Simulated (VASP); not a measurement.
Consider the following.

```
CELL_PARAMETERS angstrom
      0.00000     2.28217     2.28217
      2.28217     0.00000     2.28217
      2.28217     2.28217     0.00000
ATOMIC_POSITIONS crystal
  Br 0.00000 0.00000 0.00000
```

Computed with PBEsol GGA, VASP's PBE PAW potentials (set 64) (plane waves; VASP). Run with 400 eV cut-off, 15×15×15 Γ-centred mesh, tetrahedra with Blöchl corrections, potentials Br.

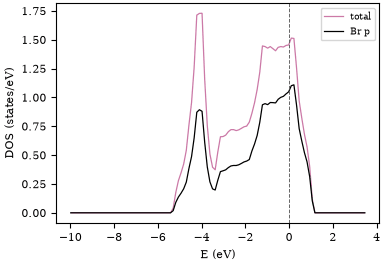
Fig. 1. Total and projected density of states, zero at the Fermi level

Within 2 eV below the Fermi level the largest weight inside VASP's projection spheres is Br p.

It has no gap at this level: it comes out as a metal or semimetal.

The structure was generated: Br was put into the fcc type (Fm-3m), which need not be its known phase. It was relaxed first, which changed the volume by -10 %.
